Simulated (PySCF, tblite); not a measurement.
# C₈H₉ radical: geometry, infrared bands and EPR parameters

What infrared bands and EPR parameters should C₈H₉ radical (`[C]#CC(C)(C=C)C=C`) show?

Programs: tblite 0.8.0 and PySCF 2.14.0, with density-fitted response routines of our own. Each step states its level of theory. These are calculated values for one molecule in the gas phase, unless marked as measured. Atoms count from 0, in the outputs and in this text.

### 1 Starting geometry

17 atoms, charge 0, multiplicity 2; geometry from: force field or distance geometry start.

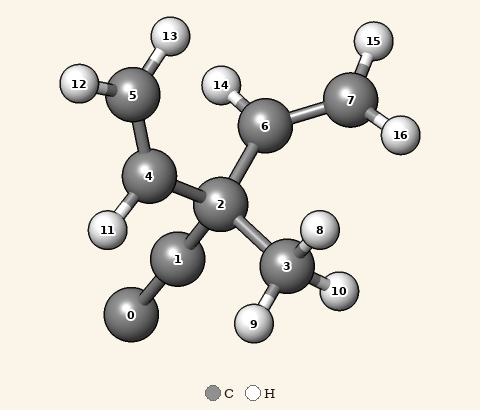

The starting geometry (carbon grey, hydrogen white), atoms numbered; sticks join atoms by distance.

### 2 Geometry optimisation with GFN2-xTB

Job settings and geometry (Å):

```
{"job": {"kind": "relax", "xc": "GFN2-xTB", "basis": "xTB"}, "charge": 0, "multiplicity": 2}
C      1.296100     1.008500    -3.116100
C      0.688200     0.650500    -1.743500
C      0.130700     0.303900    -0.398900
C     -1.102500     1.220500    -0.168400
C      1.168400     0.648900     0.664000
C      1.621800    -0.122700     1.652100
C     -0.216600    -1.178100    -0.428000
C     -1.389200    -1.764700    -0.160800
H     -1.545300     1.029600     0.825900
H     -0.834700     2.274900    -0.199100
H     -1.881100     1.053500    -0.920600
H      1.578200     1.656400     0.592100
H      2.371600     0.256900     2.354700
H      1.278100    -1.135500     1.819800
H      0.610300    -1.830900    -0.685100
H     -1.495600    -2.849400    -0.209200
H     -2.285100    -1.210300     0.111200
```

On the command line:

```sh
OMP_NUM_THREADS=1 python probes_run.py task.json out
```

The driver reads the jobs from task.json and runs them one after another.

Standard output:

```text
step      E/eV     max force
  0    -581.40686    9.534
  1    -583.27551    8.602
  2    -578.21699   58.731
  3    -583.61382    6.028
  4    -583.76985    4.116
  5    -583.92532    3.668
  6    -583.96817    1.728
  7    -584.00377    0.350
  8    -584.02737    0.649
  9    -584.03434    0.513
 10    -584.04110    0.252
 11    -584.04526    0.251
 12    -584.04900    0.260
 13    -584.05072    0.107
 14    -584.05230    0.104
 15    -584.05391    0.173
 16    -584.05525    0.151
 17    -584.05613    0.075
 18    -584.05673    0.053
 19    -584.05720    0.091
 20    -584.05754    0.068
 21    -584.05778    0.044
 22    -584.05802    0.046
 23    -584.05828    0.074
 24    -584.05853    0.064
 25    -584.05872    0.031
 26    -584.05890    0.038
 27    -584.05908    0.058
 28    -584.05925    0.056
 29    -584.05938    0.029
 30    -584.05949    0.028
 31    -584.05962    0.050
 32    -584.05977    0.061
 33    -584.05990    0.038
 34    -584.05998    0.021
 35    -584.06004    0.028
 36    -584.06011    0.046
 37    -584.06018    0.045
 38    -584.06024    0.022
 39    -584.06028    0.014
 40    -584.06031    0.022
 41    -584.06035    0.030
 42    -584.06039    0.025
 43    -584.06044    0.015
 44    -584.06050    0.021
 45    -584.06057    0.040
 46    -584.06068    0.050
 47    -584.06080    0.039
 48    -584.06090    0.024
 49    -584.06098    0.023
 50    -584.06105    0.034
 51    -584.06112    0.030
 52    -584.06118    0.017
 53    -584.06124    0.018
 54    -584.06130    0.033
 55    -584.06140    0.045
 56    -584.06150    0.036
 57    -584.06156    0.016
 58    -584.06159    0.013
 59    -584.06162    0.022
 60    -584.06167    0.028
 61    -584.06173    0.025
 62    -584.06180    0.019
 63    -584.06184    0.015
 64    -584.06188    0.017
 65    -584.06192    0.016
 66    -584.06197    0.019
 67    -584.06201    0.016
 68    -584.06205    0.013
 69    -584.06207    0.013
 70    -584.06209    0.010
 71    -584.06211    0.007
```

Wall time 0.46 s (1 thread of Arm Neoverse V1, shared host); peak memory 0.18 GiB.

Relaxation path: (not every step is listed) (the energy doesn't fall at every step)

```csv
step,energy from step 0 (eV),largest force (eV/Å)
0,0.0000,9.5336
1,-1.8687,8.6021
2,3.1899,58.7314
3,-2.2070,6.0280
4,-2.3630,4.1160
5,-2.5185,3.6676
6,-2.5613,1.7275
7,-2.5969,0.3499
8,-2.6205,0.6494
13,-2.6439,0.1074
18,-2.6499,0.0527
23,-2.6514,0.0740
28,-2.6524,0.0565
33,-2.6530,0.0381
38,-2.6534,0.0218
43,-2.6536,0.0152
48,-2.6540,0.0236
53,-2.6544,0.0182
58,-2.6547,0.0130
63,-2.6550,0.0149
66,-2.6551,0.0188
67,-2.6551,0.0164
68,-2.6552,0.0132
69,-2.6552,0.0135
70,-2.6552,0.0102
71,-2.6552,0.0070
```

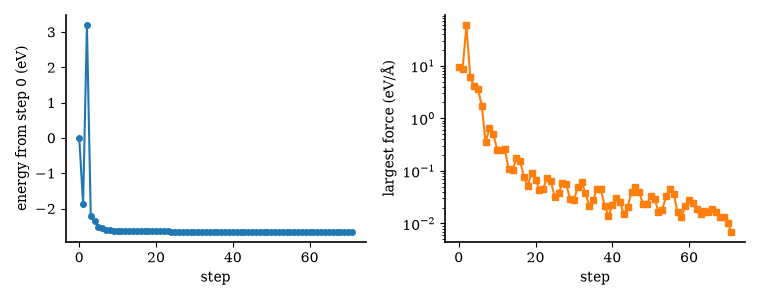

Energy and largest force along the relaxation.

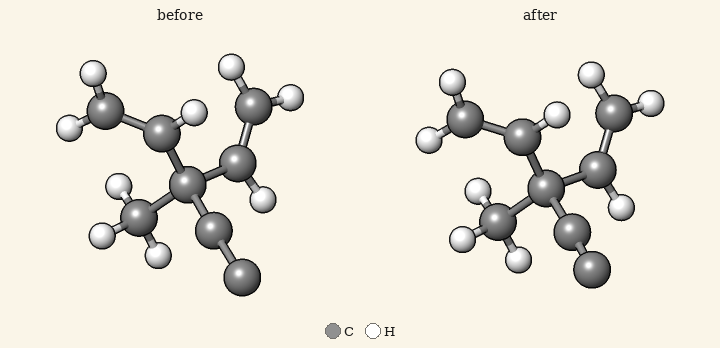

Before and after, at one scale.

Close pairs (by a distance rule), those that changed most:

| bond | before (Å) | after (Å) | change (Å) |
| --- | --- | --- | --- |
| C0–C1 | 1.543 | 1.194 | -0.349 |
| C2–C3 | 1.554 | 1.530 | -0.024 |
| C2–C6 | 1.522 | 1.499 | -0.023 |
| C2–C4 | 1.525 | 1.505 | -0.020 |
| C5–H12 | 1.095 | 1.077 | -0.018 |
| C3–H8 | 1.105 | 1.088 | -0.017 |
| C6–C7 | 1.338 | 1.323 | -0.015 |
| C7–H15 | 1.091 | 1.077 | -0.014 |

The end geometry stands in the next job.

### 3 Vibrational analysis with GFN2-xTB

Job settings and geometry (Å):

```
{"job": {"kind": "ir", "xc": "GFN2-xTB", "basis": "xTB"}, "charge": 0, "multiplicity": 2}
C      1.099116     0.879719    -2.778810
C      0.679568     0.586952    -1.699983
C      0.112835     0.303605    -0.352262
C     -1.106367     1.206734    -0.155214
C      1.184049     0.674947     0.637393
C      1.650065    -0.113284     1.590254
C     -0.189768    -1.164761    -0.366024
C     -1.382482    -1.721182    -0.232898
H     -1.544516     1.025923     0.824603
H     -0.806663     2.250671    -0.215484
H     -1.849438     1.016965    -0.925816
H      1.555881     1.685648     0.528672
H      2.402587     0.228511     2.280805
H      1.292279    -1.119568     1.732213
H      0.680364    -1.786726    -0.535205
H     -1.503297    -2.791041    -0.270262
H     -2.281212    -1.151084    -0.071893
```

Standard output:

```text
mode    cm-1     km/mol
  1      55.4      0.07
  2      76.6      0.07
  3     129.4      6.27
  4     140.7      3.43
  5     240.2      0.77
  6     250.8      0.11
  7     285.3      2.23
  8     301.9      0.94
  9     329.8      4.08
 10     334.6      2.05
 11     456.2      1.51
 12     491.1      0.13
 13     637.9      2.51
 14     644.5      3.43
 15     730.0      2.13
 16     893.8      3.23
 17     897.2      4.57
 18     906.9     25.68
 19     934.9      1.92
 20    1008.4      7.19
 21    1011.2     15.38
 22    1022.5     13.81
 23    1031.8      7.50
 24    1113.8     49.14
 25    1156.7      3.68
 26    1209.2      1.65
 27    1292.8      1.97
 28    1295.7      1.06
 29    1392.1      3.83
 30    1405.2      0.77
 31    1409.7      1.30
 32    1484.4      2.67
 33    1493.5      1.92
 34    1679.8     11.98
 35    1685.2      3.84
 36    2286.1     11.82
 37    3024.1     17.20
 38    3038.6     17.31
 39    3044.6     15.21
 40    3055.5     24.58
 41    3058.9     31.25
 42    3102.7     15.39
 43    3106.5     18.02
 44    3127.2     38.72
 45    3131.7     33.95
```

It took 0.55 s on 1 thread of Arm Neoverse V1, shared host; peak memory 0.18 GiB.

The strongest bands and the atoms that carry them (share of the mass-weighted mode):

```
cm⁻¹  km/mol                       atoms
 907    25.7  H15 25 %, C2 13 %, H8 13 %
1114    49.1   C2 43 %, H8 22 %, C3 11 %
3039    17.3           H9 62 %, H10 27 %
3056    24.6                    H14 90 %
3059    31.2                    H11 89 %
3106    18.0          H15 70 %, H16 24 %
3127    38.7          H13 44 %, H12 44 %
3132    34.0          H16 68 %, H15 21 %
```

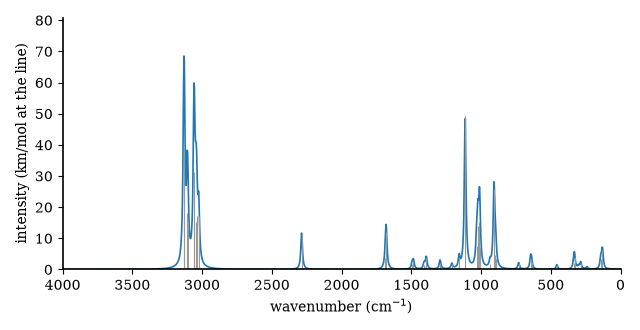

The infrared spectrum from these modes, unscaled. Lines are broadened to a width of 14 cm⁻¹ (Lorentzian).

### 4 EPR parameters: B3LYP/pcH-1

The job, as its differences from that of step 3:

```diff
@@ -1,2 +1,2 @@
-{"job": {"kind": "ir", "xc": "GFN2-xTB", "basis": "xTB"}, "charge": 0, "multiplicity": 2}
+{"job": {"kind": "epr", "basis": "pcH-1"}, "charge": 0, "multiplicity": 2}
 C      1.099116     0.879719    -2.778810
```

With the program's defaults for keys left out, this is: UKS B3LYP, pcH-1 on C H, non-relativistic, mean-field spin-orbit, GIAO.

Standard output:

```text
UKS, coarse grid
  cycle   1  E = -309.91301274  |g| = 4.05e-01
  cycle   2  E = -309.59543432  |g| = 7.94e-01
  cycle   3  E = -310.02963616  |g| = 1.77e-01
  cycle   4  E = -310.03309762  |g| = 1.77e-01
  cycle   5  E = -310.04913400  |g| = 5.49e-02
  cycle   6  E = -310.05094714  |g| = 2.61e-02
  cycle   7  E = -310.05153981  |g| = 1.54e-02
  cycle   8  E = -310.05172902  |g| = 5.91e-03
  cycle   9  E = -310.05186104  |g| = 5.35e-03
  cycle  10  E = -310.05201769  |g| = 4.92e-03
  cycle  11  E = -310.05220574  |g| = 2.74e-03
  cycle  12  E = -310.05236086  |g| = 1.81e-03
  cycle  13  E = -310.05238908  |g| = 1.42e-03
  cycle  14  E = -310.05241469  |g| = 9.26e-04
  cycle  15  E = -310.05242438  |g| = 1.08e-03
  cycle  16  E = -310.05242490  |g| = 6.49e-04
UKS, final grid
  cycle   1  E = -310.05243945  |g| = 1.47e-03
  cycle   2  E = -310.05243324  |g| = 3.87e-03
  cycle   3  E = -310.05244066  |g| = 1.38e-04
  cycle   4  E = -310.05244070  |g| = 1.05e-04
  cycle   5  E = -310.05244078  |g| = 9.49e-05
  cycle   6  E = -310.05244091  |g| = 6.52e-05
  cycle   7  E = -310.05244099  |g| = 3.19e-05
  cycle   8  E = -310.05244101  |g| = 1.47e-05
  cycle   9  E = -310.05244101  |g| = 5.86e-06
E = -310.05244101 Eh   <S^2> = 0.7674 (exact 0.7500)
g shifts (ppm)      1          2          3
  rmc          -169       -169       -169
  gc             13          8         15
  oz_so        -153        513        985
  total        -309        353        831
hyperfine (MHz)  atom isotope    a_iso     a_fc   dipolar eigenvalues
    0   13C     988.22     988.22    -54.85    -53.19    108.05
    1   13C     161.79     161.79    -27.08    -24.58     51.67
    2   13C      10.22      10.22     -3.39     -3.27      6.66
    3   13C      -7.18      -7.18     -0.63      0.01      0.62
    4   13C      -6.81      -6.81     -0.71     -0.10      0.80
    5   13C      -0.01      -0.01     -0.43     -0.05      0.48
    6   13C      -4.98      -4.98     -0.99     -0.10      1.09
    7   13C       0.96       0.96     -1.14     -0.75      1.89
    8    1H      -1.85      -1.85     -0.62     -0.48      1.10
    9    1H       0.36       0.36     -1.53     -1.11      2.64
   10    1H       0.21       0.21     -1.53     -1.02      2.55
   11    1H       0.06       0.06     -1.46     -1.20      2.65
   12    1H      -0.21      -0.21     -0.47     -0.40      0.87
   13    1H      -0.28      -0.28     -0.48     -0.41      0.89
   14    1H       0.12       0.12     -1.34     -1.03      2.37
   15    1H      -0.47      -0.47     -0.75     -0.40      1.15
   16    1H      -0.75      -0.75     -0.73     -0.21      0.94
```

Wall time 1.8 min (1 thread of Arm Neoverse V1, shared host); peak memory 1.1 GiB.

Principal g values 2.00201, 2.00267, 2.00315; g(iso) = 2.00261, against 2.00232 for a free electron.

Hyperfine couplings; where a row names several nuclei, a(iso) is their mean (it holds for fast rotation or exchange) and the dipolar term the largest among them:

```csv
nuclei,isotope,a(iso) (MHz),"a(iso) (G, at g = 2.0023)",largest dipolar term (MHz)
C0,13C,988.2,352.6,108.0
C1,13C,161.8,57.7,51.7
C2,13C,10.2,3.6,6.7
C3,13C,-7.2,-2.6,-0.6
"C4, C6",13C,-5.9,-2.1,1.1
"H13, H16",1H,-0.5,-0.2,0.9
"C5, C7",13C,0.5,0.2,1.9
"H8, H9, H10",1H,-0.4,-0.2,2.6
"H12, H15",1H,-0.3,-0.1,1.1
"H11, H14",1H,0.1,0.0,2.7
```

Mulliken spin populations:

C0 1.14; C1 -0.18; C2 0.03; C3 0.00; C4 0.00; C5 0.00; C6 0.00; C7 0.01; H8 0.00; H9 0.00; H10 0.00; H11 0.00; H12 0.00; H13 0.00; H14 0.00; H15 0.00; H16 0.00

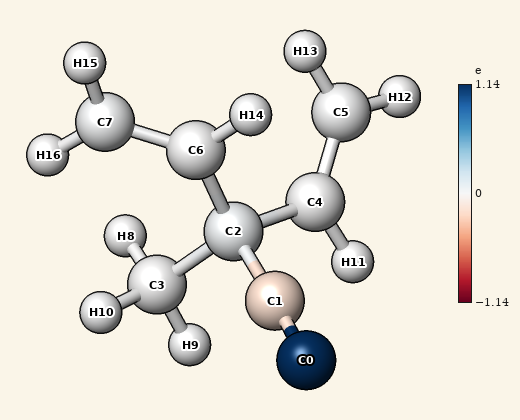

Mulliken spin populations, as colours on the atoms.

Orbitals, density, ELF and potential are computed afterwards from the orbital file.

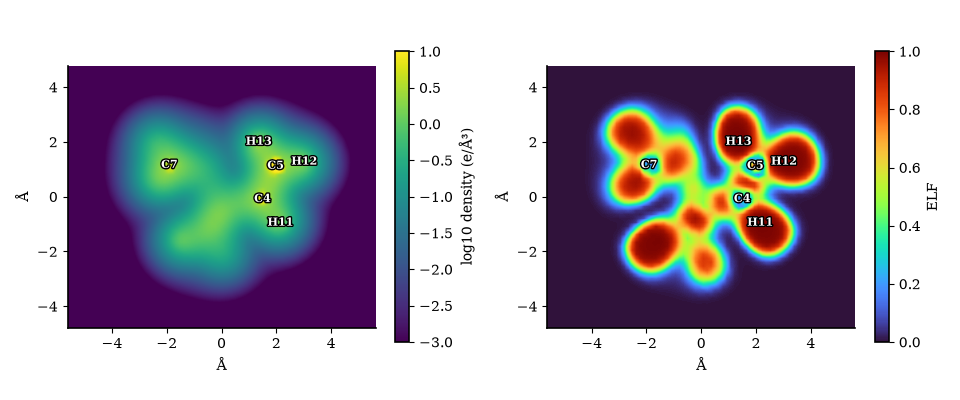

Density (left) and ELF (right) in a plane through or near 6 of the atoms.

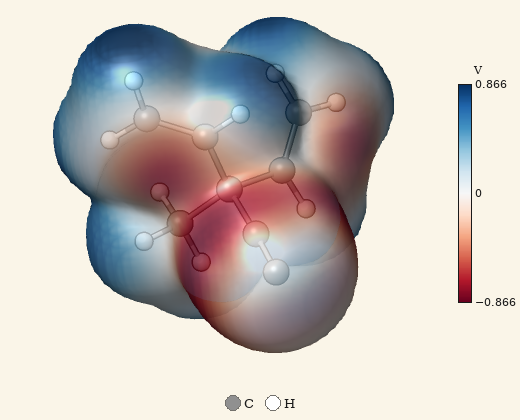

Electrostatic potential on the surface of density 0.002 e/bohr³; red is low, blue high. It runs from -0.78 V near C0 to 0.87 V near H16.

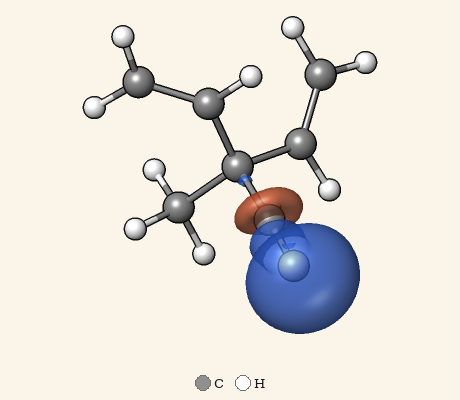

Spin density at ±0.05 e/Å³ (alpha excess blue, beta excess red).

### 5 Summary of results

| quantity | value |
| --- | --- |
| strongest single infrared mode (GFN2-xTB) | 1114 cm⁻¹, 49 km/mol |
| zero-point energy (GFN2-xTB) | 84.9 kcal/mol |
| g(iso) (B3LYP) | 2.00261 |
| ⟨S²⟩ | 0.767 (exact 0.75) |
| largest a(iso) (averaged by class) | 13C on C0, 988.2 MHz |
| potential on the surface of density 0.002 e/bohr³, 1st and 99th percentile | -0.78 V and 0.87 V |

**Reading.** Relaxing lowered the energy by 2.655 eV in 71 steps; the close pair that moved most is C0–C1, from 1.543 to 1.194 Å. All 45 modes are real, so the xTB geometry is a minimum. The strongest single mode, at 1114 cm⁻¹, is carried by C2, H8, C3. GFN2-xTB is a fitted tight-binding method: band positions and strengths are rough. Its intensities can rank the bands wrongly. Most of the unpaired spin sits on C0 (1.14 e). The isotropic g lies 0.3 ppt above the free-electron value. These values are for one conformer; the search (at its own cheap level) found 2 more, at 0.00, 0.40 kcal/mol (those within 0.05 may be mirror or relabelled copies), and measured spectra average over such forms.
